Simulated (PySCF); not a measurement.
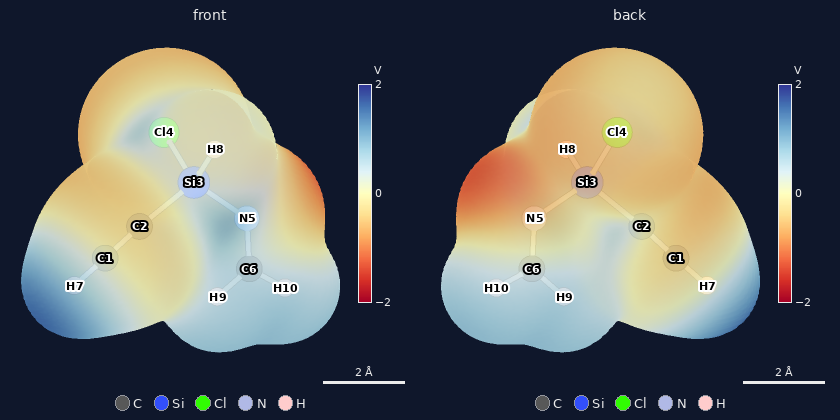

The picture shows: C3H4ClNSi. The electrostatic potential painted on the density surface at 0.001 e/bohr³, seen from the front and from behind; the colour scale runs from red (negative) to blue (positive).

Geometry: PBE0-D3(BJ)/def2-SVP.

Level of theory: PySCF, PBE0/pcSseg-1, SCF density, gas phase, non-relativistic.

Input

```
{"job": {"kind": "nmr", "xc": "PBE0", "basis": "pcSseg-1"}, "charge": 0, "multiplicity": 1}
C     -2.097517    -1.194427     0.124646
C     -1.378549    -0.212151     0.145992
Si    -0.203974     1.192888     0.188116
Cl    -0.443086     2.282192    -1.541338
N      1.453271     0.660840     0.250175
C      1.834314    -0.542559     0.289308
H     -2.749532    -2.050167     0.101024
H     -0.470488     2.072253     1.348531
H      1.150288    -1.417597     0.280586
H      2.913329    -0.779923     0.334198
```

Run with:

```sh
OMP_NUM_THREADS=1 python probes_run.py task.json out
```

Question: Where is the surface potential most negative and most positive?

Answer: The most negative region (about −1.3 V, or −30 kcal/mol for a unit charge) lies over N5, the most positive (about +1.6 V, or +37 kcal/mol for a unit charge) over H7. N5 is the likeliest acceptor of a hydrogen bond.
